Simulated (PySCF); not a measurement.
**(BeO)4 cube (Be4O4): what the electrons do**

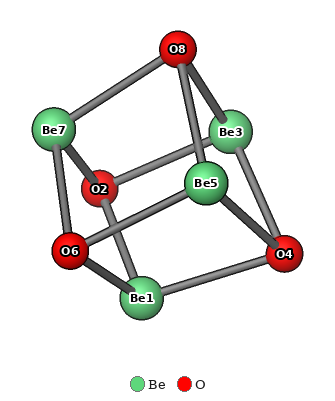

The molecule, with its atoms numbered as below. No frequency check shows the geometry to be a minimum.

Cartesian coordinates (Å):

```
Be1      0.1941    0.7199   -0.9996
O2      -1.2115    0.8728   -0.2357
Be3     -0.1941    0.7199    0.9996
O4       1.2115    0.8728    0.2357
Be5      0.9995   -0.7198    0.1943
O6       0.2358   -0.8728   -1.2114
Be7     -0.9995   -0.7198   -0.1943
O8      -0.2358   -0.8728    1.2114
```

## 1. Bonding charge

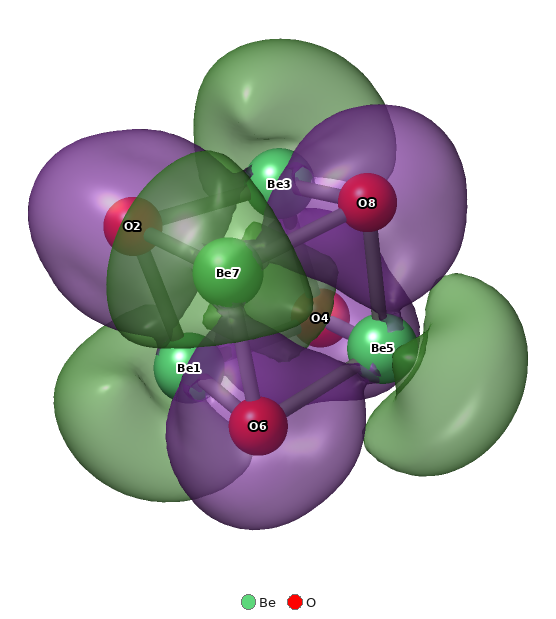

Deformation density (molecule less spherical, spin-averaged free atoms at the same positions), surfaces at ±0.04 e/Å³; purple: gain, green: loss.

PySCF calculation, B3LYP/def2-SVP, gas phase; geometry: GFN2-xTB.

> Describe the bonding that the map shows.

Be1–O2, Be3–O4, Be5–O6, Be7–O8 and 8 more like them: +0.06 e/Å³ at the bond critical point (bond length 1.61 Å, Mayer order 0.7). O4–O6, O4–O8, O2–O6, O2–O8 and 2 more like them: −0.04 e/Å³ at the bond critical point (bond length 2.47 Å, Mayer order 0.0). In all, 2.1 electrons gather in the regions of gain relative to the promolecule. A small or negative value marks a very polar bond, one between electron-rich atoms, whose free-atom densities already overlap strongly, a long bond to a heavier atom, or a closed-shell contact such as a hydrogen bond.

## 2. Local ionisation energy

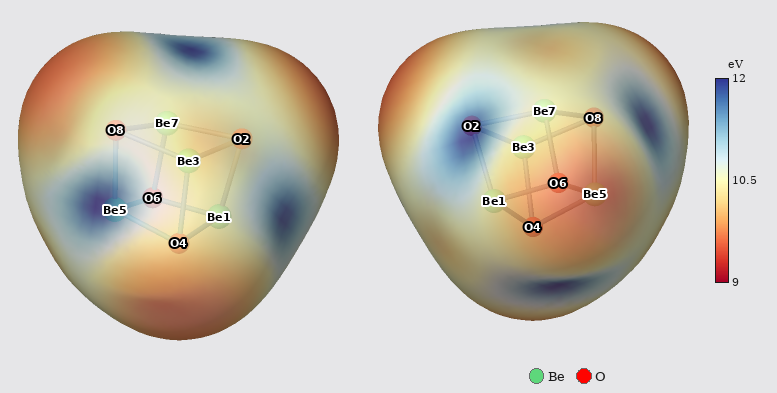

Average local ionisation energy on the surface of electron density 0.001 a.u. (back view left, front view right).

> Where are the most loosely bound electrons on this surface?

The lowest value is 9.6 eV, 1.8 Å from O2, and at like points elsewhere. Further minima include 10.1 eV, 1.5 Å from Be3, and at like points elsewhere. For comparison, the highest occupied orbital lies at −8.6 eV.

> What volume does the surface enclose, and what is the dipole moment?

About 103 Å³; the dipole moment is 0.0 D.

## 3. Removing or adding an electron

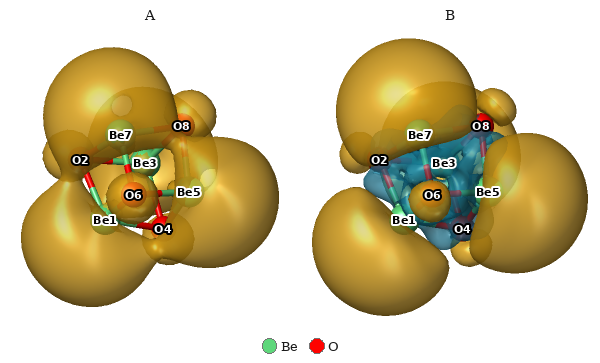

The Fukui function f⁺ from two separate SCF calculations and the density of the LUMO, at ±0.005 e/Å³ (yellow positive, teal negative).

Level of theory: r2SCAN/def2-SVP (PySCF), at a geometry from GFN2-xTB.

> Which panel is which, and how good is the frozen-orbital picture?

B is f⁺ (it has negative regions), A the LUMO density. The LUMO lies on Be1, Be3, Be5 and Be7 (21 % each); f⁺ (Hirshfeld-condensed) is largest on Be1, Be3, Be5 and Be7 (0.23 each); the vertical electron affinity is 0.55 eV (the stability of the anion's solution wasn't checked; the anion's highest orbital has positive energy, so this value and f⁺ depend on the basis). Relaxation shifts 9 % of the electron between atoms. The orbital energy is −2.22 eV.

The PySCF runs shown took 8.4 s and 4.1 min on 1 thread of Arm Neoverse V1 (shared host).
